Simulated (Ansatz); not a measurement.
## Electronic structure of SiF4···H2O in real space

Input

```
crystal:
  periodic: [false, false, false]
  atoms:
    - { symbol: Si, position_ang: [0.0, 0.0, 0.0] }
    - { symbol: F, position_ang: [0.0, 0.0, 1.94] }
    - { symbol: F, position_ang: [1.4994, 0.0, -0.5295] }
    - { symbol: F, position_ang: [-0.7489, 1.2974, -0.5295] }
    - { symbol: F, position_ang: [-0.7489, -1.2974, -0.5295] }
    - { symbol: O, position_ang: [-1.879, 0.0, 0.6243] }
    - { symbol: H, position_ang: [-2.4241, -0.6297, 0.053] }
    - { symbol: H, position_ang: [-1.1493, 0.0, 1.6846] }
basis:
  gaussian: { orbitals: "6-31G*" }
hamiltonian:
  xc: b3lyp
  dispersion: d4
relax:
  f_tol: 0.15
  max_steps: 25
  restrain:
    - { distance: [0, 5], at: 2.88, k: 30.0 }
    - { distance: [7, 1], at: 2.12, k: 30.0 }
    - { distance: [0, 1], at: 1.59, k: 30.0 }
    - { distance: [7, 5], at: 1.01, k: 30.0 }
output:
  orbitals: {}
```

Launched as:

```sh
ansatz run input.yaml --threads 2 --pin off --max-ram 3072MiB --backend cpu --events-out ev --progress --plain --runs-dir out
```

The fields are those of the run's last geometry, not of the input's.

Not at a stationary point (largest force 0.8 eV/Å).

Level of theory: RKS B3LYP-D4/6-31G* in Ansatz.

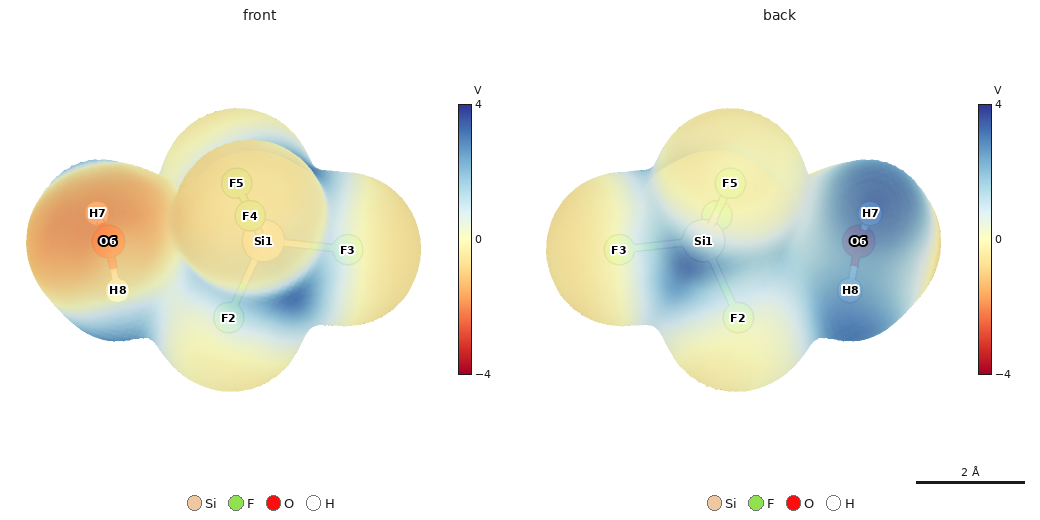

Figure 1. The molecular electrostatic potential painted on the density surface at 0.004 e/bohr³, seen from the front and from behind; red is negative and blue positive.

### Where is the surface potential most negative and most positive?

The most negative region (about −1.8 V) lies over O6, the most positive (about +3.2 V) over Si1 and H7. O6 is the likeliest acceptor of a hydrogen bond.

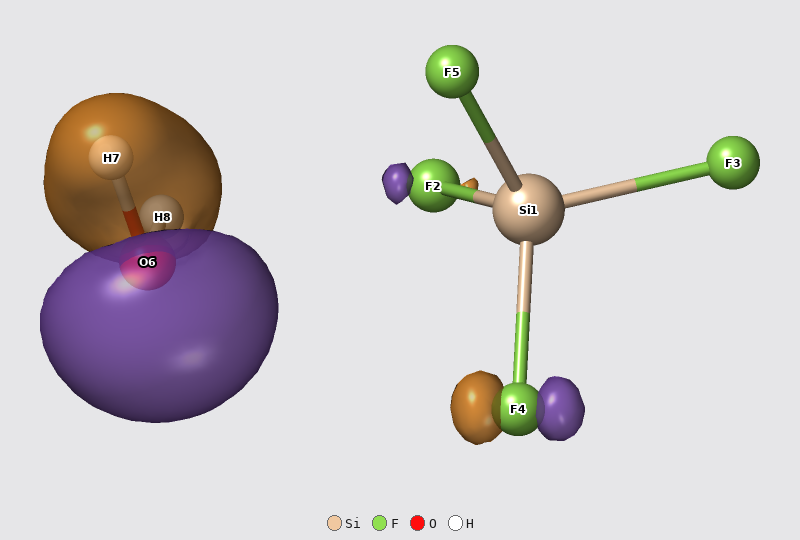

Figure 2. The HOMO−1 at ±0.2 Å⁻³ᐟ² (orange and purple are the two phases), seen from one side.

### What is the character of this orbital?

Its weight (Hirshfeld) is mainly on O6 (about 80 %), H8 (about 10 %) and H7 (about 10 %); largely a lone pair of O6. Its energy is −10.76 eV.
